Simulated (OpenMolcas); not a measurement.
**Cr⁴⁺ among point charges: CASSCF and CASPT2 levels and susceptibility**

Aim: the splitting of the states of Cr⁴⁺ in the field of 4 point charges, its lowest levels with spin-orbit coupling and its magnetic susceptibility.

Method: state-averaged CASSCF and CASPT2, spin-orbit coupling by RASSI with atomic mean-field integrals. Code: OpenMolcas 26.06.

## (1) The system

- Species: Cr⁴⁺ (chromium, Z = 24, 20 electrons)
- Basis: ANO-RCC-VDZP [5s4p2d1f], 34 functions
- Scalar Hamiltonian: DKH2, point nucleus
- Inactive shells: 1s 2s 2p 3s 3p
- Active space: 2 electrons in 5 orbitals (3d)
- Some configurations of this space: 3d2
- Orbitals: optimised for each spin and parity, averaged over all roots

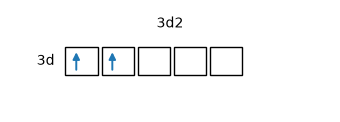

Occupation of the outer shells (arrows by Hund's rule).

The ion sits among 4 point charges of -1 e arranged as a square (D4h), 1.65 Å from the ion.

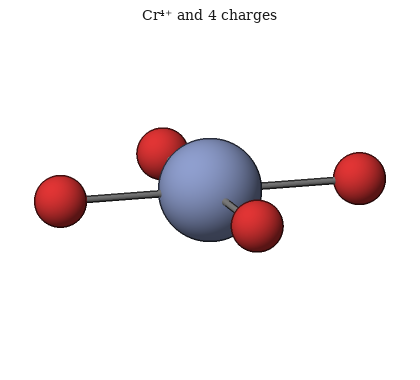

The ion and the point charges (red).

The work runs as a chain of OpenMolcas steps in one folder; each step below is one input file. Labels, J, g values, rates, χT and fits are worked out afterwards by a script from the matrices that RASSI stores. The input lists half of the charges; inversion (Group=XYZ) makes the rest.

## (2) One- and two-electron integrals

Contents of a.inp:

```
&GATEWAY
Coord
1

Cr 0.0 0.0 0.0
Basis=ANO-RCC-VDZP
Group=XYZ
NoMove
AngMom=0.0 0.0 0.0
AMFI
XField
2 Angstrom 0
1.650000 0.000000 0.000000 -1.000000
0.000000 1.650000 0.000000 -1.000000
&SEWARD
```

Run with:

```sh
OMP_NUM_THREADS=1 MOLCAS_MEM=1689 MOLCAS_PROJECT=a pymolcas a.inp > a.log
```

## (3) CASSCF: triplets of even parity, 10 roots

Contents of a.inp:

```
&RASSCF
FileOrb=start.orb
Symmetry=1
Spin=3
nActEl=2 0 0
Inactive=3 6
Ras2=5 0
CIRoot=10 10 1
SDav=10
CIMx=300
Iter=120 100
PrWF=0.3
OrbListing=Nothing
MaxOrb=0
>>> COPY $Project.JobIph JOB001
```

start.orb holds the contracted functions of the basis, ordered by shell, or the orbitals of the step before.

## (4) Reference wave functions, singlets of even parity, 15 roots

Contents of a.inp:

```
&RASSCF
FileOrb=start.orb
Symmetry=1
Spin=1
nActEl=2 0 0
Inactive=3 6
Ras2=5 0
CIRoot=15 15 1
SDav=15
CIMx=300
Iter=120 100
PrWF=0.3
OrbListing=Nothing
MaxOrb=0
>>> COPY $Project.JobIph JOB002
```

## (5) State interaction with spin-orbit coupling

Contents of a.inp:

```
&RASSI
NrOfJobIphs=2 10 15
1 2 3 4 5 6 7 8 9 10
1 2 3 4 5 6 7 8 9 10 11 12 13 14 15
IphNames
JOB001
JOB002
EJob
SpinOrbit
DIPRint=1.0
SOCoupling=1000.0
Subsets=2
Property=9
'ANGMOM' 1 'ANGMOM' 2 'ANGMOM' 3 'MLTPL  1' 1 'MLTPL  1' 2 'MLTPL  1' 3
'AMFI' 1 'AMFI' 2 'AMFI' 3
SOProperty=3
'ANGMOM' 1 'ANGMOM' 2 'ANGMOM' 3
```

## (6) CASPT2: IPEA 0.25, imaginary shift 0.1 (closed shells correlated: 3s 3p)

Contents of a.inp:

```
>>> COPY JOB001 $Project.JobIph
&CASPT2
Multistate=10 1 2 3 4 5 6 7 8 9 10
NoMult
Frozen=2 3
IPEA=0.25
Imaginary=0.1
MaxIter=60
WThr=0.0 0.3 0.05
PrWF=0.5
NoMix
>>> COPY JOB002 $Project.JobIph
&CASPT2
Multistate=15 1 2 3 4 5 6 7 8 9 10 11 12 13 14 15
NoMult
Frozen=2 3
IPEA=0.25
Imaginary=0.1
MaxIter=60
WThr=0.0 0.3 0.05
PrWF=0.5
NoMix
```

(Steps that only read results are left out.)

What does the calculation give? Wanted: spin-free ground state; first state of the same spin within the active space; lowest level; next level.

**Answer**, as computed:

```
                                            quantity                                                                        value
                                              method  SS-CASPT2, IPEA 0.25, imaginary shift 0.1 (closed shells correlated: 3s 3p)
                              spin-free ground state                                              3A2, 1-fold in its orbital part
first state of the same spin within the active space                                                               3E at 565 cm⁻¹
                                        lowest level                                                                    1-fold A1
                                          next level                                                                   179.6 cm⁻¹
                                         χT at 300 K                                                               0.54 cm³ K/mol
                           effective moment at 300 K                                                                      2.08 μB
```

Cost by method:

| method | time of its own steps | time with the reference |
| --- | --- | --- |
| A. CASSCF | 5 s | 5 s |
| B. SS-CASPT2, IPEA 0.25, imaginary shift 0.1, +3s 3p | 1.4 s | 6.4 s |

Times are of one thread on a shared host.

The spin-free ground state (3A2) comes to 96 % from free-ion F terms and keeps the highest spin of the shell. χT at 300 K is 0.54, against 1.00 cm³ K/mol for the spin alone, so spin-orbit coupling lowers it. The field of point charges can differ much from that of real complexes. Point charges carry no covalency, so the field is a model and not that of real ligands.
